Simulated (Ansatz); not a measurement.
# Run report: C₂H₂₃NO₁₀, molecular dynamics (part 2 of 3)

The same run, continued: C₂H₂₃NO₁₀ (disordered cell, 36 atoms in the cell); DFT PBE-D3(BJ), scalar-relativistic, plane waves, PAW, no spin polarisation (Ansatz 0.2.0); cutoff 420 eV, 1×1×1 k-mesh, Fermi–Dirac smearing of 0.05 eV. It belongs to a series of runs on one base structure; here: dynamics from the start.

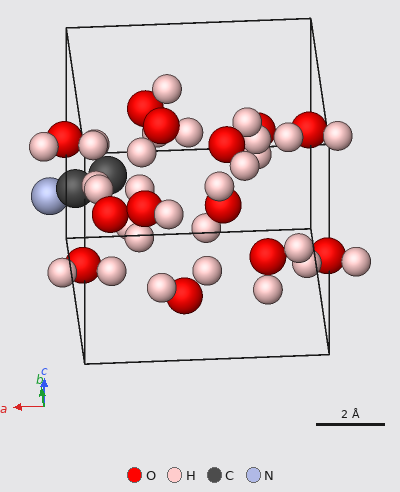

The geometry at step 75 of the log (spheres-only view of the cell of the calculation, seen at an oblique angle).

Output, continued:
```
--- Forces (eV/Å), atoms counted from 1 ---
  atom   1  O     -0.53998270     0.57564842    -1.41988205
  atom   2  H      1.02688858    -1.18903183     0.97026993
  atom   3  H     -0.39994243     0.75910478     0.48049437
  atom   4  O     -1.41602604    -1.99132461    -0.62495470
  atom   5  H      0.87598969     1.72335897     0.18471905
  atom   6  H      0.65140664    -0.05529437     0.75622431
  atom   7  O      1.87890259    -2.29365360    -0.46939222
  atom   8  H     -0.48630869     1.93703971    -0.53802922
  atom   9  H     -1.35031183     0.36184197     1.29876573
  atom  10  O      3.41417131     0.64358213    -1.26477862
  atom  11  H     -2.65114476    -0.73047887    -0.89816784
  atom  12  H     -0.98396281     0.11459847     1.83295773
  atom  13  O     -2.45981425    -1.27936024     2.53133280
  atom  14  H      2.11214539     0.39149325    -0.88963950
  atom  15  H      0.07346998     0.91103176    -1.68937887
  atom  16  O     -0.34634589     0.65755834     2.40910759
  atom  17  H      1.33941057    -1.54507494    -1.93921400
  atom  18  H     -1.30451661    -0.39866408     0.16622835
  atom  19  O      2.53704183    -0.11961664     0.40459787
  atom  20  H     -2.47492067    -0.27842004    -2.03438003
  atom  21  H     -0.20648267     0.72541603     1.60054115
  atom  22  O      0.31535003    -4.50874978     0.18714569
  atom  23  H      0.01727858     1.28717931    -0.20825471
  atom  24  H     -0.48773536     2.94088047    -0.23558637
  atom  25  O      2.89482757     1.31403716    -3.69701053
  atom  26  H     -0.84684780    -0.85826606     0.89191237
  atom  27  H     -1.06176428     0.66916729     2.34279024
  atom  28  O     -1.42673289    -0.84676617     1.10357357
  atom  29  H      1.41322436     1.93010653    -0.22971318
  atom  30  H      0.14015672    -0.79610096    -1.09353842
  atom  31  C     -0.12188486     4.41879874    -4.04987348
  atom  32  C     -0.45788228    -1.48563742     0.82526596
  atom  33  N      0.27367726    -1.71408613     0.67129972
  atom  34  H     -1.33828865    -0.42378164     0.44759835
  atom  35  H      1.71490744    -1.14902871     1.78669660
  atom  36  H     -0.31799331     0.30253980     0.39021392
  max |Σ_I F_I| component: 5.85e-5 eV/Å
--- MD trajectory: 300 steps, t = 0.0 → 225.0 fs ---
  final state: T = 1347.7 K   F+E_penalty+E_count = -6924.99538702 eV   E_kin = 6.271353 eV
```

Trajectory as extended XYZ (Å, eV, eV/Å), 13 of the 301 frames kept, from step=0 to step=300:
```
36
Lattice="7.2874 0.0000 0.0000 0.0000 7.2874 0.0000 0.0000 0.0000 7.2874" Properties=species:S:1:pos:R:3:forces:R:3 step=0 time_fs=0.0 energy=-6930.87722 temperature=1458.3
O     4.3700   -0.0462    4.2905   -0.4941   1.0735  -0.1420
H     3.9208    0.8345    4.1811    0.4814  -1.0006  -0.0215
H     5.2320    0.0685    3.8151    0.0192  -0.0354   0.0295
O     6.3326    3.3664    3.2964   -0.1164   0.1413  -0.1788
H     6.2194    4.3192    3.1278    0.1564  -0.0474   0.0724
H     5.6617    2.9677    2.6934    0.0557  -0.0804   0.0326
O     2.8739    4.1960    5.1524    0.0487  -0.0447   0.0054
H     2.2890    4.9189    5.4927   -0.0082  -0.0160   0.0265
H     2.9635    4.3812    4.1702   -0.0155   0.0117   0.0280
O     1.3422    1.8314    2.0668   -0.0617   0.0841  -0.0525
H     0.7312    2.5720    2.2680   -0.0096  -0.0371   0.0763
H     1.5562    1.8998    1.1112   -0.0219   0.0209   0.0699
O    -0.3841    7.0851    3.1110    0.0057   0.0022  -0.0723
H     0.2733    7.7312    2.7590   -0.0138  -0.0171   0.0170
H    -0.7515    6.6610    2.3067   -0.0458  -0.0173  -0.0359
O     3.0254    4.7608    2.5214    0.0467  -0.1649  -0.1034
H     3.7004    5.3994    2.1979   -0.0140  -0.0631   0.0215
H     3.1547    3.9671    1.9674    0.0419   0.1091   0.1601
O     4.7812    2.3491    1.1072    0.0059   0.0365   0.0245
H     3.9347    1.9998    0.7612   -0.0709   0.0333  -0.1045
H     5.0340    2.9897    0.3963    0.0073   0.0117   0.0084
O     2.5487    1.9266    6.6680   -0.1751  -0.3891  -0.5105
H     2.5868    2.6689    5.9996    0.0289   0.0838   0.2106
H     2.3892    1.1168    6.1304    0.1648   0.3506   0.4765
O     5.1814    6.1605    1.1600   -0.0207   0.0314   0.0447
H     5.2539    5.6167    0.3319   -0.0245  -0.0148  -0.0558
H     4.9481    7.0654    0.8921   -0.0057  -0.0403  -0.0433
O     5.2080    4.3226    6.4348    0.0266  -0.0117  -0.0860
H     4.3472    4.3436    5.9058   -0.0536  -0.0097   0.0163
H     5.8946    4.2103    5.7541    0.0347   0.0202   0.0507
C     6.7517    0.8694    6.0866   -0.0382  -0.0095  -0.0047
C     7.7054   -0.2136    6.1022    0.0054   0.0472   0.0808
N     8.4859   -1.0716    6.1579   -0.0069  -0.0166  -0.0599
H     5.7561    0.4717    5.8271    0.0417   0.0355  -0.0012
H     6.7156    1.3552    7.0706    0.0156  -0.0319  -0.0313
H     7.0178    1.6057    5.3142    0.0101  -0.0455   0.0515
36
Lattice="7.2874 0.0000 0.0000 0.0000 7.2874 0.0000 0.0000 0.0000 7.2874" Properties=species:S:1:pos:R:3:forces:R:3 step=25 time_fs=18.8 energy=-6926.87564 temperature=871.3
O     4.4169   -0.2555    4.2559    1.6939   0.9913  -0.6270
H     3.6006   -0.1248    3.7692   -0.4905   0.2921  -0.3052
H     5.1217    0.3466    3.8002   -1.3003  -1.3550   0.8061
O     6.3266    3.3117    3.2418   -0.0354  -0.0829  -2.1455
H     6.0277    4.1506    3.5783   -0.2522   0.8716   0.7630
H     6.0797    3.4439    2.2637    0.2070  -0.7665   1.5844
O     2.8861    4.0491    5.1078    0.2732  -1.5224  -1.4335
H     2.6534    4.7940    5.6198   -0.9793   1.9865   1.0291
H     2.6730    4.3003    4.1605    0.4276  -0.1138   0.4608
O     1.3627    1.7807    2.3184    0.7370   0.8587  -1.6892
H     1.4384    2.6504    2.7848   -0.4221  -0.6987  -0.5631
H     1.3353    1.9539    1.3128    0.2350  -0.0781   1.7444
O    -0.1660    7.1391    3.1660   -0.2233  -0.5484  -0.0838
H     0.5727    7.6448    2.7867    0.2424   0.9121   0.3631
H    -0.3668    6.5847    2.4015   -0.5472  -0.6008   0.0491
O     2.9741    4.8119    2.5254   -1.7517  -0.8290   0.8060
H     3.7302    5.3800    2.5008    1.1476   0.5236  -0.7472
H     2.7088    4.4694    1.6616    0.6236   0.3740  -0.1396
O     4.6396    2.3711    0.9809   -2.4686  -1.7287   0.8184
H     3.6646    1.9778    0.9567    2.5987   1.1042  -0.1762
H     4.7679    2.6882    0.0840    0.0120   0.3539  -0.3924
O     2.3391    1.9361    6.6271   -0.3608   1.7561   1.1645
H     2.2371    2.7683    6.0769    0.4306  -0.4313   0.1080
H     2.2498    1.2438    6.0016   -0.0645  -1.4628  -1.0076
O     5.2065    6.3872    1.0395   -0.2729  -1.0024   0.3984
H     5.8728    6.5569    0.3888    0.9141  -1.0659  -1.3810
H     5.2394    7.2887    1.2999   -0.9265   2.1676   1.4803
O     5.2929    4.3139    6.4989    5.3792   0.8432   2.9116
H     4.5546    4.1795    6.0521   -6.0748  -1.7730  -3.5426
H     5.4899    5.1610    6.1051    0.8266   0.8025  -0.0712
C     6.5489    0.7166    6.1638   -3.9175   3.4799   1.0463
C     7.5749   -0.2142    6.0538   -1.1727   0.4615  -0.5575
N     8.4016   -0.9950    6.1759    1.8849  -1.6482   0.0485
H     5.3655    0.5951    6.1012    2.3044  -1.1104  -0.6961
H     6.5339    1.0727    7.1950    0.4660  -0.0978   0.8178
H     6.5891    1.7622    5.7623    0.8565  -0.8625  -0.8411
36
Lattice="7.2874 0.0000 0.0000 0.0000 7.2874 0.0000 0.0000 0.0000 7.2874" Properties=species:S:1:pos:R:3:forces:R:3 step=50 time_fs=37.5 energy=-6926.20387 temperature=1068.1
O     4.4401   -0.3844    4.0714    3.3753   2.2059   0.8655
H     3.6762   -0.9136    3.9981   -1.3993  -0.5438  -1.5523
H     5.0573   -0.0212    3.3332   -2.2820  -1.5715   1.1085
O     6.3506    3.4023    3.1813   -2.2287   0.3234   2.2351
H     6.1229    3.6189    4.1647    1.0564  -0.1925  -1.9880
H     5.4091    3.2508    2.8685    1.2894  -0.1509  -0.3416
O     2.8592    4.0394    5.0225    0.5468  -0.7845  -0.0491
H     2.2808    4.6757    5.4741   -0.3061   0.4575  -0.3434
H     2.9320    4.2377    4.0602   -1.0973   0.0130   0.7183
O     1.5324    1.7497    2.3476   -0.0290   1.4150  -1.6144
H     1.2604    2.6181    2.7505    0.0972  -0.7929  -0.5574
H     1.5062    1.9076    1.3292    0.0248  -0.3180   1.8361
O    -0.0067    7.1533    3.2811   -0.1114  -0.8477   1.4091
H     0.4802    7.8857    2.9152    1.8505   1.5610   0.0640
H    -0.5864    7.1335    2.5478   -1.8559  -1.0061  -1.4814
O     2.8730    4.9084    2.4651   -3.0485  -0.6795  -0.3996
H     3.7412    4.9531    2.7421    3.6275   0.4159   0.3545
H     2.8458    5.4137    1.6534   -0.0828   0.4371  -0.5442
O     4.4295    2.3383    0.7858   -1.0152  -0.3988   0.5280
H     3.4244    2.3316    0.7570    1.5208  -0.2533   0.1166
H     4.7044    2.9523    0.0859    0.0214   0.7179  -0.0361
O     2.0988    1.6653    6.8238    1.2109   2.9176   2.8246
H     2.5169    2.3537    6.2917   -0.1682   0.1045  -0.8447
H     1.7588    0.9939    6.3134   -0.8988  -2.4683  -2.1724
O     5.1760    6.7525    1.0412    1.0932  -0.7542  -0.1016
H     6.0481    6.5986    0.5970   -0.7380  -0.4049   0.5836
H     4.8984    7.5483    0.5764   -0.6888   0.8256   0.2012
O     5.1964    4.3608    6.2917    3.6381   1.5966   4.2752
H     4.7600    3.9934    5.6235   -3.3377  -2.9199  -4.6449
H     4.8427    5.2389    6.2145   -0.1771   1.2665   0.3990
C     6.5015    0.8643    6.2049   -1.3845  -0.2818  -1.1631
C     7.5236   -0.2330    6.0448   -0.9245   1.6874   1.8147
N     8.3490   -1.0187    6.2855    0.1016  -0.4240  -0.5740
H     5.5697    0.2892    6.0103   -0.0103   0.1030  -0.1685
H     6.1953    1.4174    7.2522    1.8461  -1.0476  -2.4309
H     6.4680    1.4532    5.2117    0.4840  -0.2077   1.6738
36
Lattice="7.2874 0.0000 0.0000 0.0000 7.2874 0.0000 0.0000 0.0000 7.2874" Properties=species:S:1:pos:R:3:forces:R:3 step=75 time_fs=56.2 energy=-6924.78208 temperature=1102.6
O     4.5001   -0.6184    4.1426    6.5169   3.4160   0.0317
H     3.7259   -1.0226    4.1150   -5.3896  -3.3174  -0.5705
H     5.1060   -0.8659    3.3951   -1.3893  -0.2609   0.7415
O     6.2653    3.4616    3.0665    0.7228  -0.5585   1.7979
H     6.6145    3.3784    4.0022    0.0520   0.9911  -1.0057
H     5.7460    2.6544    3.1472   -0.8920  -0.5078  -0.8130
O     2.7473    4.0569    4.9728   -0.8688  -0.2275  -1.5760
H     2.1400    4.0544    5.7217   -0.3577   0.5900   0.0655
H     2.2045    4.2089    4.1208    1.0009  -0.1792   1.3789
O     1.6880    1.8641    2.3567   -0.7248  -0.2804  -3.1466
H     0.7451    2.1329    2.4489    0.4212   0.7099   0.2039
H     1.6968    1.7611    1.2740    0.3507   0.1365   2.4209
O     0.0537    7.2687    3.4380   -0.2950  -0.7295   0.4962
H     0.6279    7.8059    2.8882    1.0726   0.2878  -0.4903
H    -0.8129    7.4579    3.0809   -0.5927   0.1158  -0.4101
O     2.7889    4.9321    2.3565   -4.7604   0.8191   3.3130
H     3.3350    4.3882    1.9114    3.5253  -1.4419  -2.5072
H     2.8321    5.8675    2.4445    1.0032   1.0210  -0.9465
O     4.1308    2.4609    0.7513   -2.1974  -0.6285   1.6634
H     3.4240    2.8241    1.3721    0.9852  -1.0842  -0.9425
H     4.7554    3.1432    0.6529    1.6519   1.6474  -0.5058
O     2.0232    1.5535    6.9179   -0.4102   0.2599   2.6127
H     2.0052    2.1966    6.2396    0.5084   0.7028  -1.6708
H     2.1130    0.6431    6.6482   -0.0182  -0.6297  -0.8712
O     4.9592    7.0815    1.0420   -0.8988   0.4771   0.1121
H     5.1850    6.3128    0.5197    0.3067  -0.5765  -0.3368
H     4.2171    7.5223    0.5498    0.8857  -0.0481   0.6302
O     5.1428    4.4652    6.0827    2.3841   1.3494   6.6524
H     4.8116    4.3834    5.2837   -2.2795  -1.3701  -6.9265
H     4.4510    5.0948    6.3535    0.1528   0.0027   0.5729
C     6.5424    0.8179    6.0149    0.8542  -2.2482  -1.2887
C     7.5775   -0.1620    6.1908   -0.6187  -1.0453  -1.7145
N     8.3973   -0.9358    6.4289    0.9325  -1.1866   0.3670
H     5.6265    0.2748    5.8194   -0.6491   0.5084   0.3291
H     6.8997    1.2055    6.8817   -1.1455   2.5848   3.6893
H     6.8324    1.4995    5.2684    0.1610   0.7005  -1.3559
36
Lattice="7.2874 0.0000 0.0000 0.0000 7.2874 0.0000 0.0000 0.0000 7.2874" Properties=species:S:1:pos:R:3:forces:R:3 step=100 time_fs=75.0 energy=-6924.37731 temperature=1132.6
O     4.5140   -0.6641    4.0976    5.1692  -0.1043   2.4023
H     3.6757   -0.4816    3.9242   -5.9530   1.4862  -1.2148
H     4.8656   -1.1520    3.3792    0.6070  -0.9003  -1.4122
O     6.2119    3.4153    3.1116    0.8158   0.6186  -1.0541
H     6.1486    3.8382    3.9823   -0.2536  -0.5743   0.0181
H     5.7617    2.5730    2.9891   -0.2307  -0.0642   1.0046
O     2.6505    3.9894    4.8942   -1.3484  -0.1123   0.3747
H     2.1099    4.6390    5.4010    0.3304  -0.0027   0.1828
H     1.9449    3.6633    4.2950    0.7478  -0.0178  -0.1578
O     1.7102    1.9680    2.3161   -0.5578   0.6422  -1.2189
H     1.0084    2.6219    2.5049   -0.0123  -0.0700   0.6669
H     1.5715    1.9563    1.3283    0.7749  -0.6033   0.3160
O     0.0805    7.4342    3.5081   -1.6963  -0.2365   0.3469
H     0.7612    7.3265    2.8670    0.7082   0.2027  -1.5571
H    -0.7738    7.7447    3.1041    1.4015  -0.6592  -0.3603
O     2.6043    4.9496    2.3332   -2.6448  -2.2198   2.8739
H     2.5960    4.5935    1.4895    0.8039   0.1502  -2.8541
H     3.0229    5.6868    2.6780    1.6348   2.0347  -0.5072
O     4.0795    2.8251    0.8752   -0.6159  -0.1758   1.8769
H     3.7833    2.8228    1.8320   -1.1920  -0.2710  -1.0658
H     4.9468    3.0914    1.1606    1.7304   0.7394  -0.9021
O     2.0507    1.3077    6.8415   -1.7771   0.9071   2.2375
H     2.5806    1.9393    6.4244    1.8658   1.2718  -1.3152
H     2.2125    0.3905    6.6996    0.6592  -1.0850  -0.6530
O     4.6997    7.1550    1.0186   -0.8813  -0.3505  -0.6853
H     4.5265    6.5287    0.2707    0.4524   0.4634   0.7028
H     3.9489    7.7893    0.9122    0.5399  -0.0486   0.1123
O     5.1309    4.4969    5.7967    2.7666   4.9665   6.8786
H     4.9080    3.9843    5.1591   -2.3698  -5.5645  -6.8947
H     4.2441    4.6488    6.1364   -0.1943   0.2773   0.4334
C     6.6674    0.7920    5.8342   -1.3913  -2.6724  -0.1937
C     7.6234   -0.4077    6.1737   -1.8237   2.6182   0.4847
N     8.4506   -1.0921    6.6301   -0.4278  -0.9314  -0.6919
H     6.2016    0.4574    4.7819   -0.2202   0.5861   3.5672
H     6.0053    1.2139    6.7212    1.1589  -1.4779  -1.6702
H     7.2583    1.5705    5.4569    1.4235   1.1776  -0.0712
36
Lattice="7.2874 0.0000 0.0000 0.0000 7.2874 0.0000 0.0000 0.0000 7.2874" Properties=species:S:1:pos:R:3:forces:R:3 step=125 time_fs=93.8 energy=-6925.73576 temperature=1413.2
O     4.5524   -0.6781    4.0526   -0.8934   1.1361  -1.0946
H     4.3662   -0.0505    3.3236   -1.3742   1.0950   0.6112
H     5.1811   -1.0313    3.4409    1.8387  -1.8885   0.1167
O     6.1705    3.3094    3.1461   -0.2619   1.1994  -1.1051
H     6.1847    4.2465    3.4730    0.5144  -1.4222   0.3348
H     6.4474    2.6726    3.8083    0.3090   0.1683   0.7090
O     2.5871    3.9133    5.0772   -0.5085   1.2416   1.2827
H     2.1741    4.7661    4.8058    0.3324  -0.6985   0.1631
H     2.7164    3.4424    4.2743   -0.0198  -0.8093  -1.5340
O     1.7897    2.1477    2.2982   -1.5824   0.5704  -0.9261
H     1.0251    2.7960    2.4487    1.1407  -1.1155  -0.0580
H     1.6520    1.9140    1.3331    0.3478   0.1483   0.9065
O     0.1722    7.4012    3.3392   -1.5726  -0.6040  -0.4591
H     1.0779    7.4529    3.0066   -0.0732   0.3671  -0.6569
H    -0.4879    7.3584    2.5884    1.5529   0.2067   0.5777
O     2.3927    4.8567    2.1934   -3.2213  -1.7487   0.4387
H     1.8018    5.1579    1.4728    0.5645   0.1948  -0.2400
H     3.1753    5.3192    2.2162    2.5857   2.7328  -0.0543
O     4.0646    3.1601    1.0727   -0.8630   0.4082   0.6213
H     3.4974    3.7298    1.7191   -0.0038  -1.5607  -1.2497
H     4.8481    3.7032    1.0345    1.1105  -0.0455  -0.1184
O     2.1755    1.1753    6.6650   -0.5882   0.0427  -0.0117
H     2.9475    1.6856    6.8900    0.9326   0.4264   0.0022
H     2.3111    0.2076    6.6227    0.5436   0.5845   0.3043
O     4.6479    7.3161    0.9306   -0.4199   1.2673   0.0748
H     4.4092    6.9518    0.0486    0.0230   0.4835   0.5914
H     4.3859    8.3077    0.9473    0.3791  -1.6161  -0.1306
O     5.3535    4.5043    5.5094    5.6019   4.8991   4.2979
H     4.9790    4.0065    4.9232   -4.3282  -4.7287  -4.8594
H     4.9058    4.5116    6.3294   -1.2977  -0.4064   0.9914
C     6.7532    0.5657    5.9275    1.3512   3.4177  -1.5934
C     7.7187   -0.3939    6.2684   -0.7015  -1.6211   0.5630
N     8.2441   -1.2674    6.8323    0.5485  -0.1998  -0.1514
H     6.0610    0.3238    5.1621   -0.1572  -0.7073  -1.3353
H     6.1037    0.5755    6.7321   -1.0509   0.6358   2.3582
H     7.2042    1.6358    5.7016   -0.7588  -2.0535   0.6329
36
Lattice="7.2874 0.0000 0.0000 0.0000 7.2874 0.0000 0.0000 0.0000 7.2874" Properties=species:S:1:pos:R:3:forces:R:3 step=150 time_fs=112.5 energy=-6925.44033 temperature=1255.3
O     4.4910   -0.6229    3.9254   -2.4545  -2.3083   1.4503
H     4.9970    0.0473    3.5880    1.8566   3.2186  -2.0867
H     5.1824   -1.0224    4.4530    0.4951  -1.0328   0.2453
O     6.1368    3.2886    3.0958   -2.6497  -0.9924  -3.5836
H     6.7177    3.7504    2.5159    1.0980   0.6673   0.0066
H     6.4305    3.1607    3.9432    1.6329   0.3208   3.2328
O     2.5339    3.9086    5.1323    0.5454   0.9723   0.4693
H     2.3999    4.4657    4.3414   -0.1723  -0.5035  -0.1678
H     2.1869    3.0413    4.9379   -0.2999  -0.5069  -0.5915
O     1.7931    2.2345    2.2702    0.3884  -1.2593  -0.0479
H     1.2054    2.7414    1.6756    0.5962  -0.7625  -0.1649
H     2.3599    1.5679    1.7567   -1.3172   1.4760   0.2730
O     0.1518    7.1636    3.1822    0.6073   0.3191   1.9055
H     0.5067    8.0638    3.3441    0.2483  -0.1988  -0.0110
H    -0.1443    7.2797    2.3074   -0.7927  -0.0666  -2.1699
O     2.4056    4.9247    2.2299   -0.1377   0.2878  -0.0051
H     1.6397    5.1634    1.6921   -0.6288  -0.0448  -0.4742
H     2.7693    5.8139    2.3471    0.7360   0.2239   0.2896
O     4.0815    3.1809    0.9534   -0.5018   4.0998  -0.5599
H     3.2013    3.7747    1.2154    2.4179  -1.7207  -0.1354
H     4.6841    4.0274    0.7893   -1.3475  -2.5152   0.6344
O     2.3476    1.1146    6.5835   -1.3085  -1.3309   0.1579
H     2.9811    1.7757    6.3773    1.4123   1.2067  -0.2206
H     2.7139    0.2431    6.3334   -0.2207   0.5313  -0.0411
O     4.5577    7.4344    0.8765    0.2559   0.5406   2.9115
H     4.5063    7.1491   -0.0356   -0.1578   1.0213  -0.2746
H     4.7746    8.3935    1.1730   -0.8361  -1.5014  -1.8378
O     5.5600    4.4250    5.3968   -0.8187   1.6540  -0.9644
H     4.6457    4.7735    5.2137    0.5927  -0.9128  -0.2257
H     5.3647    3.9256    6.1637   -0.2011  -1.1663   1.7333
C     6.5654    0.4347    6.1109    0.0437  -0.3550   2.1600
C     7.5975   -0.5293    6.4356    0.0249  -3.8781   0.8857
N     8.0605   -1.5348    6.9010   -0.7731   3.1889  -1.0835
H     5.6998    0.1534    5.5485   -0.0268  -0.9517  -1.0675
H     6.0204    0.4173    7.1252    1.3173   1.3045  -0.9120
H     6.9056    1.3503    5.6814    0.3762   0.9750   0.2700
```
